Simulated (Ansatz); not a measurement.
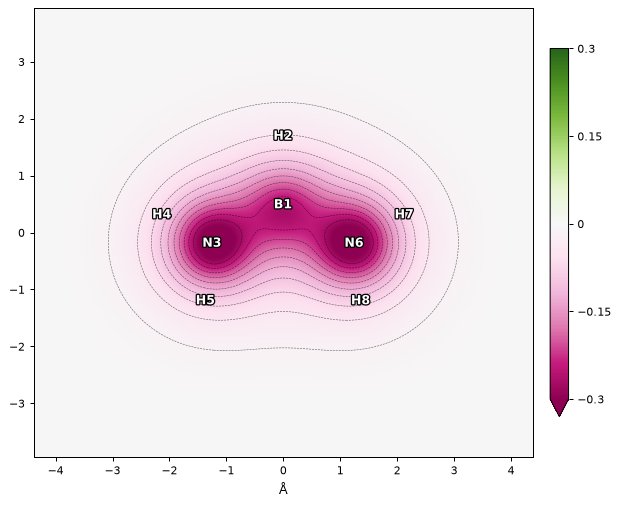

Figure 1: BH₅N₂. The HOMO−1 on a plane 0.8 Å above the molecular plane (values in Å⁻³ᐟ²; the overall sign is arbitrary).

The calculation used Ansatz, RKS PBE/def2-mTZVP.

```yaml
atoms:
  - { symbol: B, position_ang: [-0.0016, -0.2523, -0.1529] }
  - { symbol: H, position_ang: [-0.0055, -0.8813, 0.8749] }
  - { symbol: N, position_ang: [1.2480, 0.0671, -0.7440] }
  - { symbol: H, position_ang: [2.1280, -0.2171, -0.3290] }
  - { symbol: H, position_ang: [1.3662, 0.5912, -1.6069] }
  - { symbol: N, position_ang: [-1.2468, 0.1330, -0.7131] }
  - { symbol: H, position_ang: [-2.1300, -0.1039, -0.2759] }
  - { symbol: H, position_ang: [-1.3584, 0.6633, -1.5732] }
```

What is the character of this orbital?

Answer. Its weight (Hirshfeld) is mainly on N3 (about 30 %), N6 (about 30 %) and B1 (about 25 %); it changes sign across the molecular plane (π type); π-bonding across B1–N3 and B1–N6. Its energy is −7.17 eV.
